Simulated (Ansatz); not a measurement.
**Ga2PN (ordered alloy on rocksalt lattice): independent-particle optics**

How does Ga2PN (ordered alloy on rocksalt lattice) absorb light if electrons and holes don't interact? The runs, in order: optics with PBE on 6×6×4; optics with r2SCAN on 6×6×4.

Method: plane waves, PAW; no local fields, no excitons, in Ansatz 0.2.0.

2 further runs of the same task are left out: 2 that didn't finish. Runs told in other sessions of the task aren't counted.

**1. The structure to begin with**

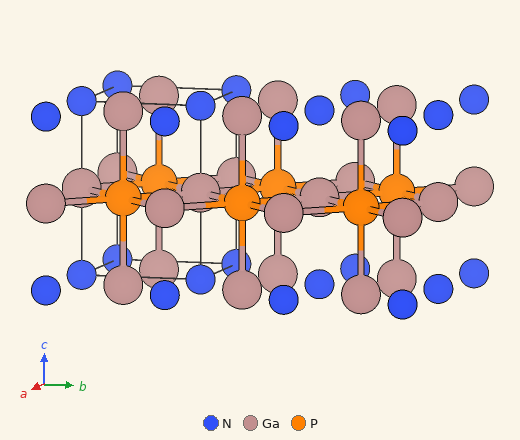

Start, viewed slightly off an axis; nitrogen blue, gallium pink, phosphorus orange. 2×3×1 cells are drawn. Atoms on the faces are drawn again on the opposite ones.

As a file:

```
CELL_PARAMETERS angstrom
3.35209 0.00000 0.00000
0.00000 3.35209 0.00000
0.00000 0.00000 4.73268
ATOMIC_POSITIONS crystal
N 0.00000 0.00000 0.00000
Ga 0.00000 0.00000 0.50000
P 0.50000 0.50000 0.50000
Ga 0.50000 0.50000 0.00000
```

The cell was relaxed beforehand with r2SCAN; those runs aren't shown.

**2. Optics, PBE**

input.yaml reads:

```yaml
crystal:
  lattice:
    - [3.3520943029, 0.0, 0.0]
    - [0.0, 3.3520943029, 0.0]
    - [0.0, 0.0, 4.7326784155]
  atoms:
    - { symbol: "N", position: [0.0, 0.0, 0.0] }
    - { symbol: Ga, position: [0.0, 0.0, 0.5] }
    - { symbol: P, position: [0.5, 0.5, 0.5] }
    - { symbol: Ga, position: [0.5, 0.5, 0.0] }
kpoints:
  mp_grid: { grid: [6, 6, 4] }
hamiltonian:
  xc: pbe
scf:
  occupations: { method: fermi_dirac, width: 0.02 }
output:
  optics:
    e_range: [0, 12]
    de: 0.05
    sigma: 0.1
    bands: { spectra_wanted_up_to: 12 }
```

The run is started by

```sh
> ansatz run input.yaml --threads 4 --pin off --max-ram 3686MiB --backend cpu --events-out ev --progress --plain --runs-dir out
```

The log of the run:

```text
Warning: RAYON_NUM_THREADS=4 ignored (pool sized by the plan → 4); use --threads N
Engine: ansatz 0.2.0, aarch64-unknown-linux-gnu
Pseudopotentials: kind: paw
Pseudopotential: N, paw, valence charge 5, recommended cutoff 420 eV (normal), N.paw.azcp
Pseudopotential: Ga, paw, valence charge 13, recommended cutoff 420 eV (normal), Ga.paw.azcp
Pseudopotential: P, paw, valence charge 5, recommended cutoff 420 eV (normal), P.paw.azcp
Functional definition: PBE
  parameter kappa = 0.804
  parameter beta = 0.06672455060314922
  exchange = pbe_x(kappa = kappa, mu = beta*pi^2/3)
  correlation = pbe_c(beta = beta)
Crystal: 4 atoms, lattice volume = 53.179 Å³
Basis set: ecut = 420 eV, 1055 PW (Γ)
Bands: 22, of which v1, the nominal top of the filled ones, is band 18 counted from 1 (17 counted from 0)
Symmetry: 16 space group operations
Space group: P4/mmm (ITA 123), of the structure as read, at distance tolerance 3.8e-5 Å
k-points: 30 of 144
Non-local potential: N, projectors of the file, l = 0: 2, l = 1: 2, l = 2: 1
Non-local potential: Ga, projectors of the file, l = 0: 2, l = 1: 2, l = 2: 3, l = 3: 1
Non-local potential: P, projectors of the file, l = 0: 2, l = 1: 2, l = 2: 2
PAW form: soft (Blöchl's): semilocal exchange-correlation on the pseudo side does not see the compensation charge
PAW one-centre angular grid: N, 110 points (default); XC on 64 Gauss nodes
PAW one-centre angular grid: Ga, 590 points (default); XC on 64 Gauss nodes
PAW one-centre angular grid: P, 110 points (default); XC on 64 Gauss nodes
Initial density: superposition of atomic densities (neutral atoms: chi_scale 0, normalization atom), corrected by the library's trained network
Initial wavefunctions: pseudopotential atomic-orbital guess
Functional: x = pbe(κ = 0.804, μ = 0.2195149727645171), c = pbe(β = 0.06672455060314922)
SCF iter   1: F=—  HF=-8704.209838 eV  |F-HF|=—  |Δ(HF+E_count)|=         —  Δρ=3.86e-3  dr2=7.84e-3  ethr=1.77e-3  ⟨swp⟩=6.3  Hψ=3191  notcnv=0
preconditioner: auto → none  [insulator: Δε(μ)=0.084 eV  Ē_g=14.514 eV  σ=0.020 eV  W_gap=0.63  n_scr=14 (ndim 8)  ℏωp=30.6 eV  f_vac=0.000  D(μ)=1.59/eV (n_scr^D=14)  ε∞_Penn≈5.4]
SCF iter   2: F=—  HF=-8704.207766 eV  |F-HF|=—  |Δ(HF+E_count)|=   2.07e-3  Δρ=1.75e-3  dr2=8.97e-4  ethr=2.18e-5  ⟨swp⟩=2.6  Hψ=1242  notcnv=0
SCF iter   3: F=—  HF=-8704.207669 eV  |F-HF|=—  |Δ(HF+E_count)|=   9.73e-5  Δρ=2.29e-4  dr2=1.79e-5  ethr=2.49e-6  ⟨swp⟩=2.0  Hψ=1182  notcnv=0
SCF iter   4: F=—  HF=-8704.207662 eV  |F-HF|=—  |Δ(HF+E_count)|=   6.71e-6  Δρ=1.87e-4  dr2=9.22e-6  ethr=4.96e-8  ⟨swp⟩=2.0  Hψ=1212  notcnv=0
SCF iter   5: F=—  HF=-8704.207663 eV  |F-HF|=—  |Δ(HF+E_count)|=   4.53e-7  Δρ=3.12e-5  dr2=2.66e-7  ethr=2.56e-8  ⟨swp⟩=2.0  Hψ=1173  notcnv=0
SCF iter   6: F=—  HF=-8704.207659 eV  |F-HF|=—  |Δ(HF+E_count)|=   3.77e-6  Δρ=6.08e-6  dr2=1.34e-8  ethr=7.39e-10  ⟨swp⟩=2.1  Hψ=1189  notcnv=0
SCF iter   7: F=—  HF=-8704.207659 eV  |F-HF|=—  |Δ(HF+E_count)|=   1.69e-9  Δρ=9.79e-7  dr2=3.26e-10  ethr=3.71e-11  ⟨swp⟩=2.0  Hψ=1207  notcnv=0
SCF iter   8: F=—  HF=-8704.207659 eV  |F-HF|=—  |Δ(HF+E_count)|=  2.58e-10  Δρ=3.23e-7  dr2=2.55e-11  ethr=1.00e-12  ⟨swp⟩=2.0  Hψ=1204  notcnv=0
SCF iter   9: F=-8704.207659 eV  HF=-8704.207659 eV  |F-HF|=3.64e-12  |Δ(HF+E_count)|=  1.64e-11  Δρ=4.59e-8  dr2=5.51e-13  ethr=1.00e-12  ⟨swp⟩=4.0  Hψ=2162  notcnv=0
SCF 1 converged in 9 iterations: F = -8704.207659 eV  dr2 = 5.51e-13
NSCF: frozen V_eff on 30 k-points
Optics k sum: 0 of 30 k-points
[...]
output.optics: what the bands over the 38 summed would add to eps1, eps2 and the energy-loss function is held between a lower and an upper bound (7 Lanczos steps). eps1, eps2 and their loss function (loss_summed_bands) are given on every row as the summed bands alone make them. Along an axis, on a row where the two bounds hold the loss function to about 1 % of the greater of itself and 0.5 % of |1/eps|, its cell (loss_completed) is given, with the completed eps1 and eps2 that it is formed of (a cell that is left empty reads nan in the table and null in the record). The two bounds hold it so along every axis on all 240 rows up to 12.000 eV. The run works to bound the rows up to 12.000 eV and no higher ones: a peak of the loss function over that energy may be left empty with no warning. To have the run work for it, set output.optics.bands.spectra_wanted_up_to to a higher energy. perfect_screening_sum, loss_f_sum_n_eff and, beside carriers, perfect_screening_limit are those of loss_summed_bands: over the bounded function the two sums would run over rows that are not all bounded, and lack what the bands left out lay past the top of the energy grid. Bounded is said of the bands left out alone, which are those that the basis at basis.ecutwfc holds: it says nothing of that cutoff, of the k-point mesh, of what the sum inside its cells errs by (eps2_relative_error), of the factors of all_electron_strengths, nor of how far the SCF is converged. The bands left out are taken at the k-points, and what their mean over the points' cells stands off that by is in neither bound: the run's estimate of it, which the test of a row counts in, is 0.05 % of |eps| at the most among the values given; where the mean stood off by over 0.5 % the points' spread read 0.1 to 3 times that
SCF converged after 9 iterations
Free energy (F): -8704.207659 eV
Harris-Foulkes:  -8704.207659 eV  (|F-HF|=3.64e-12)
Internal energy: -8704.205495 eV  (E = F + TS)
E sigma→0 (E₀):  -8704.206577 eV
Entropy (-TS):   -0.002164 eV (-0.541 meV/atom)
Fermi energy:    10.731530 eV
--- Per-component energies (eV) ---
  E_band       = 2.417348
  E_kinetic    = 430.312668
  E_local      = -3740.733131  (includes V_loc(G=0)·N_el)
  E_nonlocal   = 933.218397
  E_hartree    = 1743.627829
  E_xc         = -259.675410
  E_vxc        = -253.256358  (∫ρ·V_xc dr)
  E_paw        = -4677.132681  (= ΣΔE_a)
  E_vpaw       = -854.379876  (= ΣTr[D̂ρ^β])
  E_aug_tail   = -0.000016  (compensation charges beyond the density's cutoff)
  E_ewald      = -3133.823152
  E_smearing   = -0.002164  (= −TS)
  E_closure    = 0.000000  (closes the sum)
  Σ components = -8704.207659   (vs F -8704.207659, Δ=0.00e0)
--- Band table (eV; the first three rows and the last of 30) ---
  k-point 0: bands = ["-4.5425", "-4.2102", "-4.0813", "-4.0503", "-3.9224", "-3.9224", "-3.9161", "-3.8306", "-3.7768", "-3.7768", "-3.7404", "-0.1289", "4.3521", "7.9302", "7.9302", "8.1150", "10.4544", "10.4661", "10.4661", "12.8667", "14.7686", "19.7633"]
  k-point 1: bands = ["-4.4312", "-4.0785", "-4.0522", "-4.0492", "-3.9090", "-3.9090", "-3.8331", "-3.8148", "-3.7947", "-3.7947", "-3.7415", "-1.1471", "5.0443", "8.2396", "8.2396", "8.9316", "9.6923", "10.0233", "10.0233", "14.3506", "14.9472", "17.9600"]
  k-point 2: bands = ["-4.2875", "-4.1422", "-4.0757", "-4.0481", "-3.8892", "-3.8892", "-3.8356", "-3.8188", "-3.8188", "-3.7425", "-3.0547", "-2.4376", "5.5358", "8.5379", "8.9528", "8.9528", "9.1808", "9.1808", "11.7104", "13.4819", "15.1677", "17.9568"]
  k-point 29: bands = ["-4.4485", "-4.1935", "-3.9555", "-3.9325", "-3.9325", "-3.9068", "-3.8852", "-3.8593", "-3.8593", "-3.7003", "-1.0895", "1.4145", "4.9876", "4.9876", "5.3116", "5.3438", "6.5772", "6.5772", "12.3794", "15.7782", "16.7789", "16.8335"]
```

Wall time 41 s (4 threads of Arm Neoverse N1, shared host); peak memory 0.75 GiB.

optics.tsv begins:

```
# eps2_relative_error = 0.0029
# drude_weight_relative_error = 0.0746
# drude_damping_ev = 0e0
# drude_plasma_energy_squared_ev2(xx yy zz xy xz yz) = 40.086017 40.086017 24.348794 0.000000 0.000000 0.000000
# drude_plasma_energy_ev(xx yy zz) = 6.331352 6.331352 4.934450
# f_sum_n_eff(xx yy zz) = 15.130403 15.130403 14.981455 of n_electrons = 36.000000
# n_bands = 38
# n_bands_set_by = photon_energy
# valid_up_to_ev = 20.212825
```

The dielectric function from optics.tsv (yy equals xx), one row in 6 (narrow peaks fall between the rows):

```
E (eV)  ε₂ xx  ε₂ zz      ε₁ xx     ε₁ zz
  0.05  35.51   6.97  -15925.00  -9691.20
  0.35  42.77  22.83    -323.72   -176.24
  0.65  10.90  11.03     -85.54    -45.98
  0.95   8.29   4.46     -35.96    -13.65
  1.25   3.00   2.49     -11.75      1.62
  1.55   6.32   7.19       2.08     12.47
  1.85   4.08   5.88       8.46     15.59
  2.15   9.56  13.80      17.53     18.35
  2.45  19.89  18.45      19.49     17.29
  2.75  28.57  22.80      14.16     14.08
  3.05  31.98  23.93       2.12      5.09
  3.35  24.57  19.82      -4.50      5.54
  3.65  20.27  21.36      -4.37      4.87
  3.95  18.87  27.47      -7.96      0.74
  4.25  13.21  22.05      -8.87     -9.49
  4.55  11.04  13.19      -7.55    -10.49
  4.85   8.34   9.81      -6.73     -8.22
  5.15   6.62   7.65      -5.07     -6.50
  5.45   6.90   7.09      -4.07     -5.37
  5.75   6.43   5.32      -2.98     -4.15
  6.05   6.65   5.28      -2.92     -2.75
  6.35   6.22   5.61      -3.32     -2.36
  6.65   5.86   5.42      -2.92     -2.22
  6.95   5.64   4.98      -2.80     -1.69
  7.25   5.78   6.55      -2.31     -0.21
  7.55   6.07   6.59      -3.23     -2.78
  7.85   5.17   6.14      -3.80     -2.71
  8.15   4.67   5.94      -3.71     -3.35
  8.45   3.96   4.94      -4.03     -3.98
  8.75   3.21   4.26      -3.69     -4.18
  9.05   2.61   3.25      -3.35     -3.97
  9.35   2.38   2.79      -2.82     -3.49
  9.65   2.41   2.25      -2.45     -3.14
  9.95   2.35   1.98      -2.49     -2.81
 10.25   2.26   1.99      -2.45     -2.43
 10.55   1.98   1.85      -2.51     -2.35
 10.85   1.63   1.60      -2.34     -2.08
 11.15   1.43   1.73      -2.16     -1.91
 11.45   1.23   1.58      -1.94     -1.82
 11.75   1.18   1.79      -1.76     -1.96
```

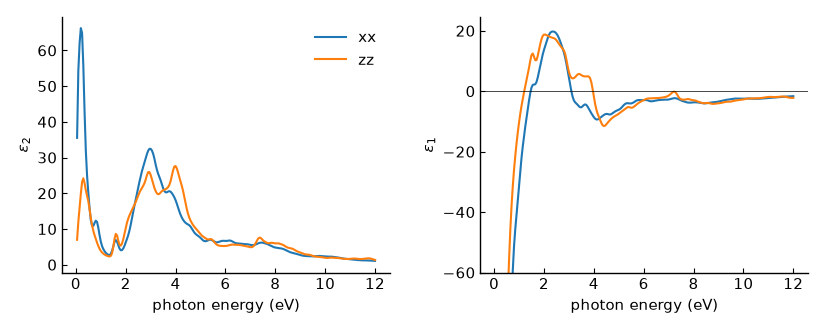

ε₂ and ε₁ against photon energy, from the bands summed. The free carriers drive ε₁ far below the frame at low energy.

Tallest peaks of ε₂ (mean of the periodic axes): 51.0 at 0.25 eV, 30.3 at 2.95 eV, 21.8 at 3.90 eV. The bands are partly filled, so the low end hangs on the mesh and the damping.

**3. Optics, r2SCAN**

input.yaml: that of step 2 with these lines changed.

```diff
@@ -13,3 +13,3 @@
 hamiltonian:
-  xc: pbe
+  xc: r2scan
 scf:
@@ -22 +22,5 @@
     bands: { spectra_wanted_up_to: 12 }
+  write_density: true
+  write_potential: true
+  elf: true
+  volumetric_format: npy
```

The run is started by

```sh
> ansatz run input.yaml --threads 4 --pin off --max-ram 3686MiB --backend cpu --events-out ev --progress --plain --runs-dir out
```

The log of the run:

```text
Warning: RAYON_NUM_THREADS=4 ignored (pool sized by the plan → 4); use --threads N
[... 2 set-up lines as earlier in the session ...]
Pseudopotential: N, paw, valence charge 5, recommended cutoff 500 eV (meta_gga), N.paw.azcp
Pseudopotential: Ga, paw, valence charge 13, recommended cutoff 500 eV (meta_gga), Ga.paw.azcp
Pseudopotential: P, paw, valence charge 5, recommended cutoff 500 eV (meta_gga), P.paw.azcp
Functional definition: r2SCAN
  parameter k0 = 0.174
  parameter k1 = 0.065
  parameter a1 = 4.9479
  exchange = r2scan_x(k0 = k0, k1 = k1, a1 = a1)
  correlation = r2scan_c
Crystal: 4 atoms, lattice volume = 53.179 Å³
Basis set: ecut = 500 eV, 1337 PW (Γ), exchange–correlation on 100×100×144 points (64 copies of the dense FFT grid, shifted against one another)
Bands: 22, of which v1, the nominal top of the filled ones, is band 18 counted from 1 (17 counted from 0)
[... 2 set-up lines as earlier in the session ...]
k-points: 30 of 144
[... 4 set-up lines as earlier in the session ...]
PAW frozen core: N, regenerated for the run's functional (the file was generated under x = pbe(κ = 0.804, μ = 0.2195149727645171), c = pbe(β = 0.06672455060314922))
PAW frozen core: Ga, regenerated for the run's functional (the file was generated under x = pbe(κ = 0.804, μ = 0.2195149727645171), c = pbe(β = 0.06672455060314922))
PAW frozen core: P, regenerated for the run's functional (the file was generated under x = pbe(κ = 0.804, μ = 0.2195149727645171), c = pbe(β = 0.06672455060314922))
PAW one-centre angular grid: N, 302 points (default); XC on 160 Gauss nodes
PAW one-centre angular grid: Ga, 590 points (default); XC on 160 Gauss nodes
PAW one-centre angular grid: P, 302 points (default); XC on 160 Gauss nodes
[... 2 set-up lines as earlier in the session ...]
Functional: x = r2scan, c = r2scan; τ floored in thin density (d = 2e-4 eV/Å³)
SCF iter   1: F=—  HF=-8723.133396 eV  |F-HF|=—  |Δ(HF+E_count)|=         —  Δρ=1.08e-2  dr2=5.17e-2  dr2_τ=4.10e-2  ethr=1.77e-3  ⟨swp⟩=6.7  Hψ=3269  notcnv=0
preconditioner: auto → none  [insulator: Δε(μ)=0.061 eV  Ē_g=15.390 eV  σ=0.020 eV  W_gap=0.53  n_scr=14 (ndim 8)  ℏωp=30.6 eV  f_vac=0.000  D(μ)=1.63/eV (n_scr^D=14)  ε∞_Penn≈4.9]
SCF iter   2: F=—  HF=-8723.204166 eV  |F-HF|=—  |Δ(HF+E_count)|=   7.08e-2  Δρ=7.72e-3  dr2=4.60e-2  dr2_τ=3.56e-3  ethr=1.44e-4  ⟨swp⟩=3.0  Hψ=1671  notcnv=0  defer=1
SCF iter   3: F=—  HF=-8723.198208 eV  |F-HF|=—  |Δ(HF+E_count)|=   5.96e-3  Δρ=4.31e-3  dr2=1.39e-2  dr2_τ=1.07e-3  ethr=1.28e-4  ⟨swp⟩=2.7  Hψ=966  notcnv=0  defer=1
SCF iter   4: F=—  HF=-8723.196758 eV  |F-HF|=—  |Δ(HF+E_count)|=   1.45e-3  Δρ=2.05e-3  dr2=8.84e-4  dr2_τ=8.37e-5  ethr=3.85e-5  ⟨swp⟩=2.0  Hψ=928  notcnv=0  defer=1
SCF iter   5: F=—  HF=-8723.196972 eV  |F-HF|=—  |Δ(HF+E_count)|=   2.15e-4  Δρ=5.46e-4  dr2=6.54e-5  dr2_τ=2.39e-6  ethr=2.45e-6  ⟨swp⟩=2.4  Hψ=886  notcnv=0  defer=1
SCF iter   6: F=—  HF=-8723.196988 eV  |F-HF|=—  |Δ(HF+E_count)|=   1.52e-5  Δρ=8.10e-5  dr2=2.82e-6  dr2_τ=6.77e-8  ethr=1.82e-7  ⟨swp⟩=2.4  Hψ=1158  notcnv=0  defer=1
SCF iter   7: F=—  HF=-8723.196984 eV  |F-HF|=—  |Δ(HF+E_count)|=   3.89e-6  Δρ=2.92e-5  dr2=1.86e-7  dr2_τ=7.20e-9  ethr=7.82e-9  ⟨swp⟩=2.4  Hψ=1222  notcnv=0  defer=1
SCF iter   8: F=—  HF=-8723.196984 eV  |F-HF|=—  |Δ(HF+E_count)|=   1.28e-7  Δρ=8.36e-6  dr2=2.47e-8  dr2_τ=1.85e-9  ethr=5.17e-10  ⟨swp⟩=2.4  Hψ=1147  notcnv=0  defer=1
SCF iter   9: F=—  HF=-8723.196984 eV  |F-HF|=—  |Δ(HF+E_count)|=  8.42e-10  Δρ=1.83e-6  dr2=1.31e-9  dr2_τ=1.04e-10  ethr=6.86e-11  ⟨swp⟩=2.1  Hψ=946  notcnv=0  defer=1
SCF iter  10: F=—  HF=-8723.196984 eV  |F-HF|=—  |Δ(HF+E_count)|=  1.24e-10  Δρ=3.12e-7  dr2=5.61e-11  dr2_τ=2.81e-12  ethr=3.63e-12  ⟨swp⟩=3.0  Hψ=1262  notcnv=0  defer=1
SCF iter  11: F=-8723.196984 eV  HF=-8723.196984 eV  |F-HF|=1.82e-12  |Δ(HF+E_count)|=    0.00e0  Δρ=9.71e-8  dr2=4.80e-12  dr2_τ=2.54e-13  ethr=1.00e-12  ⟨swp⟩=4.2  Hψ=2045  notcnv=0
SCF 1 converged in 11 iterations: F = -8723.196984 eV  dr2 = 4.80e-12
NSCF: frozen V_eff on 30 k-points
Optics k sum: 0 of 30 k-points
[...]
output.optics: what the bands over the 38 summed would add to eps1, eps2 and the energy-loss function is held between a lower and an upper bound (7 Lanczos steps). eps1, eps2 and their loss function (loss_summed_bands) are given on every row as the summed bands alone make them. Along an axis, on a row where the two bounds hold the loss function to about 1 % of the greater of itself and 0.5 % of |1/eps|, its cell (loss_completed) is given, with the completed eps1 and eps2 that it is formed of (a cell that is left empty reads nan in the table and null in the record). The two bounds hold it so along every axis on all 240 rows up to 12.000 eV. The run works to bound the rows up to 12.000 eV and no higher ones: a peak of the loss function over that energy may be left empty with no warning. To have the run work for it, set output.optics.bands.spectra_wanted_up_to to a higher energy. perfect_screening_sum, loss_f_sum_n_eff and, beside carriers, perfect_screening_limit are those of loss_summed_bands: over the bounded function the two sums would run over rows that are not all bounded, and lack what the bands left out lay past the top of the energy grid. Bounded is said of the bands left out alone, which are those that the basis at basis.ecutwfc holds: it says nothing of that cutoff, of the k-point mesh, of what the sum inside its cells errs by (eps2_relative_error), of the factors of all_electron_strengths, nor of how far the SCF is converged. The bands left out are taken at the k-points, and what their mean over the points' cells stands off that by is in neither bound: the run's estimate of it, which the test of a row counts in, is 0.04 % of |eps| at the most among the values given; where the mean stood off by over 0.5 % the points' spread read 0.1 to 3 times that
SCF converged after 11 iterations
Free energy (F): -8723.196984 eV
Harris-Foulkes:  -8723.196984 eV  (|F-HF|=1.82e-12)
Internal energy: -8723.193515 eV  (E = F + TS)
E sigma→0 (E₀):  -8723.195249 eV
Entropy (-TS):   -0.003469 eV (-0.867 meV/atom)
Fermi energy:    10.578086 eV
--- Per-component energies (eV) ---
  E_band       = -17.790723
  E_kinetic    = 429.465417
  E_local      = -3745.900356  (includes V_loc(G=0)·N_el)
  E_nonlocal   = 936.853754
  E_hartree    = 1749.706732
  E_xc         = -242.305384
  E_vxc        = -267.839699  (∫ρ·V_xc dr)
  E_paw        = -4715.763906  (= ΣΔE_a)
  E_vpaw       = -883.583289  (= ΣTr[D̂ρ^β])
  E_aug_tail   = -0.000074  (compensation charges beyond the density's cutoff)
  E_vtau       = 13.800043  (kinetic-family band-sum trace: ∫τ·v_τ [+ j·A + Jᵃ·Aᵃ] dr)
  E_ewald      = -3133.823152
  E_core_change = -1.426546  (= ΣΔE_core)
  E_smearing   = -0.003469  (= −TS)
  E_closure    = 0.000000  (closes the sum)
  Σ components = -8723.196984   (vs F -8723.196984, Δ=0.00e0)
--- Band table (eV; the first three rows and the last of 30) ---
  k-point 0: bands = ["-5.3185", "-5.0911", "-4.7645", "-4.7430", "-4.6185", "-4.6103", "-4.6103", "-4.5296", "-4.4700", "-4.4700", "-4.4479", "-0.8744", "4.0007", "7.6555", "7.6555", "8.1109", "10.2760", "10.2953", "10.2953", "13.2637", "14.9890", "20.0945"]
  k-point 1: bands = ["-5.1883", "-4.8856", "-4.7618", "-4.7419", "-4.5963", "-4.5963", "-4.5807", "-4.5321", "-4.4887", "-4.4887", "-4.4490", "-1.8825", "4.7039", "7.9761", "7.9761", "8.8424", "9.6679", "9.8337", "9.8337", "14.6998", "15.1651", "18.3497"]
  k-point 2: bands = ["-5.0318", "-4.9089", "-4.7591", "-4.7407", "-4.5745", "-4.5745", "-4.5346", "-4.5150", "-4.5150", "-4.4502", "-3.9538", "-3.1191", "5.2221", "8.3966", "8.7050", "8.7050", "8.9688", "8.9688", "11.7383", "13.7151", "15.3790", "18.5390"]
  k-point 29: bands = ["-5.1751", "-4.9824", "-4.6677", "-4.6165", "-4.6165", "-4.6054", "-4.5658", "-4.5537", "-4.5537", "-4.4048", "-2.0197", "0.8544", "4.6001", "4.6001", "5.0532", "5.1251", "6.3338", "6.3338", "12.3720", "16.0693", "17.0253", "17.2125"]
```

Wall time 78 s (4 threads of Arm Neoverse N1, shared host); peak memory 0.89 GiB.

optics.tsv begins:

```
# eps2_relative_error = 0.0031
# drude_weight_relative_error = 0.0661
# drude_damping_ev = 0e0
# drude_plasma_energy_squared_ev2(xx yy zz xy xz yz) = 34.145401 34.145401 27.605580 0.000000 0.000000 0.000000
# drude_plasma_energy_ev(xx yy zz) = 5.843407 5.843407 5.254101
# f_sum_n_eff(xx yy zz) = 15.685330 15.685330 15.905851 of n_electrons = 36.000000
# n_bands = 38
# n_bands_set_by = photon_energy
# valid_up_to_ev = 21.372872
```

The dielectric function from optics.tsv (yy equals xx), one row in 15 (narrow peaks fall between the rows):

```
E (eV)  ε₂ xx  ε₂ zz      ε₁ xx      ε₁ zz
  0.05  11.93   2.88  -13589.00  -11008.00
  0.80  11.09   6.45     -40.79     -31.36
  1.55   1.97   1.79       1.60       5.90
  2.30   6.95  10.36      16.13      15.85
  3.05  25.63  19.63      14.22      12.73
  3.80  19.32  17.79      -3.36       6.38
  4.55  13.80  21.88      -6.96      -5.82
  5.30   7.66   8.83      -5.58      -7.16
  6.05   6.03   5.68      -2.98      -4.07
  6.80   5.99   5.39      -2.61      -1.75
  7.55   5.30   4.72      -2.26      -0.99
  8.30   5.29   5.83      -3.27      -2.37
  9.05   3.74   4.76      -3.55      -3.54
  9.80   2.44   2.92      -2.73      -3.57
 10.55   2.29   1.93      -2.14      -2.64
 11.30   1.83   1.68      -2.28      -2.09
```

Tallest peaks of ε₂ (mean of the periodic axes): 36.6 at 0.25 eV, 26.7 at 3.25 eV, 19.3 at 4.30 eV.

**4. Comparison**

| level | mesh | tallest peak of ε₂ | time |
| --- | --- | --- | --- |
| PBE | 6×6×4 | 51.0 at 0.25 eV | 41 s |
| r2SCAN | 6×6×4 | 36.6 at 0.25 eV | 78 s |

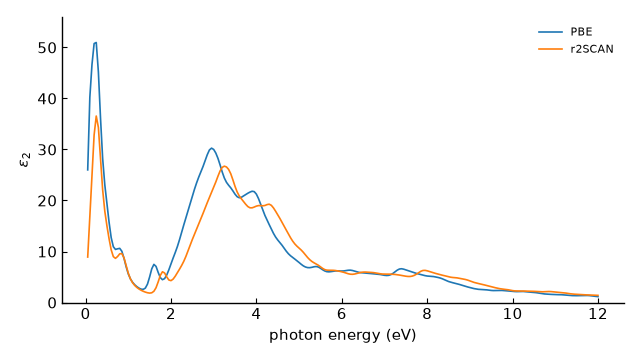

ε₂ by level, mean of the periodic axes.

**5. Outcome**

| quantity | value |
| --- | --- |
| tallest peak of ε₂, PBE | 51.0 at 0.25 eV |
| tallest peak of ε₂, r2SCAN | 36.6 at 0.25 eV |

What this shows: The bands overlap (by 2.9 to 3.0 eV on the mesh), so no ε∞ is quoted there; free carriers add a Drude term, which without damping shows in ε₁ alone. For such bands the peaks and the Drude weight on a 6×6×4 mesh aren't converged.
